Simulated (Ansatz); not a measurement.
# FH3SSi: interaction energy of a dimer with the counterpoise correction

How strongly do two molecules of FH3SSi bind, and how much of that is basis error? The task is the interaction energy of a dimer with the counterpoise correction, for FH3SSi. SMILES: F[SiH2]S.

Program: Ansatz 0.2.0 through its Python package. Level of theory: MP2/cc-pVDZ. These are calculated values, not measurements.

### 1 The structure

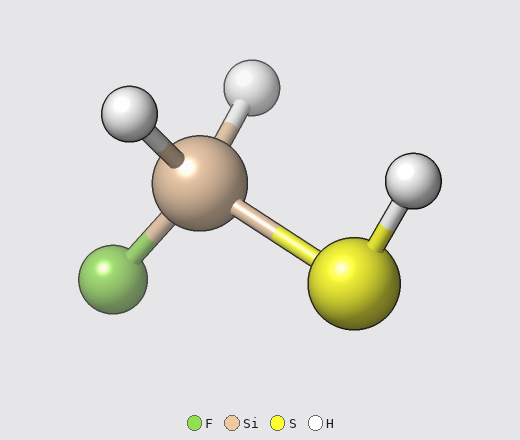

The starting structure, viewed from a chosen angle; fluorine green, silicon light orange, sulfur yellow, hydrogen white.

No structure file is read: the coordinates are typed or built in the script.

### 2 Script

dimer_fh3ssi.py

```python
'''Interaction energy of two FH3SSi molecules, with the counterpoise correction.'''

import ansatz

FIRST = [
    ('F', (-1.8459, 0.5638, -0.2587)),
    ('Si', (-0.4045, 0.0352, -0.3571)),
    ('S', (0.5134, 0.2613, 1.5344)),
    ('H', (-0.3559, -1.3907, -0.7175)),
    ('H', (0.3746, 0.7903, -1.3867)),
    ('H', (1.7183, -0.2599, 1.1855)),
]
SECOND = [
    ('F', (2.137, 1.3362, -2.3042)),
    ('Si', (1.5625, 1.3364, -3.7313)),
    ('S', (1.0312, -0.6485, -4.2306)),
    ('H', (0.3567, 2.1719, -3.8479)),
    ('H', (2.5669, 1.8495, -4.7138)),
    ('H', (0.5711, -0.3765, -5.4795)),
]

def energy(atoms, ghosts=()):
    molecule = ansatz.Crystal.molecule()
    for symbol, xyz in atoms:
        molecule = molecule.atom(symbol, xyz)
    calc = (
        molecule.calculation()
        .basis(gaussian='cc-pVDZ')
        .correlation('MP2')
    )
    deck = calc.input()
    if ghosts:
        deck = deck.set(ansatz.key.basis.gaussian.ghost_atoms, [{'symbol': s, 'position_ang': list(xyz)} for s, xyz in ghosts])
    return ansatz.Session.from_dict(deck).plan().execute().report['free_energy_ev']


def main() -> None:
    # monomers in their own basis and in the basis of the dimer
    both = energy(FIRST + SECOND)
    alone = energy(FIRST) + energy(SECOND)
    ghosted = energy(FIRST, SECOND) + energy(SECOND, FIRST)
    print(f'dimer {both:.6f} eV')
    print(f'interaction, uncorrected   {(both - alone):8.3f} eV')
    print(f'interaction, counterpoise  {(both - ghosted):8.3f} eV')
    print(f'basis-set superposition    {(alone - ghosted):8.3f} eV')


if __name__ == '__main__':
    main()
```

### 3 The calls as engine input

The package turns the script's settings into the engine's input (first run):

```yaml
crystal:
  periodic: [false, false, false]
  atoms:
    - { symbol: F, position_ang: [-1.8459, 0.5638, -0.2587] }
    - { symbol: Si, position_ang: [-0.4045, 0.0352, -0.3571] }
    - { symbol: S, position_ang: [0.5134, 0.2613, 1.5344] }
    - { symbol: H, position_ang: [-0.3559, -1.3907, -0.7175] }
    - { symbol: H, position_ang: [0.3746, 0.7903, -1.3867] }
    - { symbol: H, position_ang: [1.7183, -0.2599, 1.1855] }
    - { symbol: F, position_ang: [2.137, 1.3362, -2.3042] }
    - { symbol: Si, position_ang: [1.5625, 1.3364, -3.7313] }
    - { symbol: S, position_ang: [1.0312, -0.6485, -4.2306] }
    - { symbol: H, position_ang: [0.3567, 2.1719, -3.8479] }
    - { symbol: H, position_ang: [2.5669, 1.8495, -4.7138] }
    - { symbol: H, position_ang: [0.5711, -0.3765, -5.4795] }
basis:
  gaussian:
    orbitals: cc-pVDZ
correlation:
  method: mp2
```

### 4 The run

Command:

```
> python dimer_fh3ssi.py
```

The program printed:

```text
dimer -42892.718398 eV
interaction, uncorrected      0.086 eV
interaction, counterpoise     0.172 eV
basis-set superposition       0.086 eV
```

It took 10 s on 1 thread of Arm Neoverse V2, shared host; peak memory 0.35 GiB.

### 5 Inputs of later runs

The engine's inputs for some of the other runs:

Run 2, against run 1:

```diff
@@ -10,6 +9,0 @@
-    - { symbol: F, position_ang: [2.137, 1.3362, -2.3042] }
-    - { symbol: Si, position_ang: [1.5625, 1.3364, -3.7313] }
-    - { symbol: S, position_ang: [1.0312, -0.6485, -4.2306] }
-    - { symbol: H, position_ang: [0.3567, 2.1719, -3.8479] }
-    - { symbol: H, position_ang: [2.5669, 1.8495, -4.7138] }
-    - { symbol: H, position_ang: [0.5711, -0.3765, -5.4795] }
```

Run 3, against run 1:

```diff
@@ -4,6 +3,0 @@
-    - { symbol: F, position_ang: [-1.8459, 0.5638, -0.2587] }
-    - { symbol: Si, position_ang: [-0.4045, 0.0352, -0.3571] }
-    - { symbol: S, position_ang: [0.5134, 0.2613, 1.5344] }
-    - { symbol: H, position_ang: [-0.3559, -1.3907, -0.7175] }
-    - { symbol: H, position_ang: [0.3746, 0.7903, -1.3867] }
-    - { symbol: H, position_ang: [1.7183, -0.2599, 1.1855] }
```

Run 4, against run 1:

```diff
@@ -10,6 +9,0 @@
-    - { symbol: F, position_ang: [2.137, 1.3362, -2.3042] }
-    - { symbol: Si, position_ang: [1.5625, 1.3364, -3.7313] }
-    - { symbol: S, position_ang: [1.0312, -0.6485, -4.2306] }
-    - { symbol: H, position_ang: [0.3567, 2.1719, -3.8479] }
-    - { symbol: H, position_ang: [2.5669, 1.8495, -4.7138] }
-    - { symbol: H, position_ang: [0.5711, -0.3765, -5.4795] }
@@ -18,0 +13,7 @@
+    ghost_atoms:
+      - { symbol: F, position_ang: [2.137, 1.3362, -2.3042] }
+      - { symbol: Si, position_ang: [1.5625, 1.3364, -3.7313] }
+      - { symbol: S, position_ang: [1.0312, -0.6485, -4.2306] }
+      - { symbol: H, position_ang: [0.3567, 2.1719, -3.8479] }
+      - { symbol: H, position_ang: [2.5669, 1.8495, -4.7138] }
+      - { symbol: H, position_ang: [0.5711, -0.3765, -5.4795] }
```

### 6 What each run gave

One row for each of the 5 runs:

```csv
run,system,ghost atoms,energy (eV),iterations in all,CPU time (s)
1,F2H6S2Si2,not set,-42892.7184,14,4.5
2,FH3SSi,not set,-21446.4022,14,0.55
3,FH3SSi,not set,-21446.4020,14,0.55
4,FH3SSi,a list of 6,-21446.4216,14,2.2
5,FH3SSi,a list of 6,-21446.4684,14,2.2
```

Totals carry meaning only in balanced differences at one level of theory.

### 7 Outcome

| quantity | value |
| --- | --- |
| interaction energy, uncorrected | 0.086 eV |
| interaction energy, counterpoise | 0.172 eV |
| runs compared | 5 |

**Reading.** The pair is unbound at this geometry and level. Uncorrected it is 0.086 eV, with the counterpoise correction 0.172 eV; the difference, 0.09 eV, is the superposition error. The pose is repulsive. The dimer is a generated trial pose of unrelaxed monomers, not a minimum, so the figure is no binding energy, and the basis set is small.
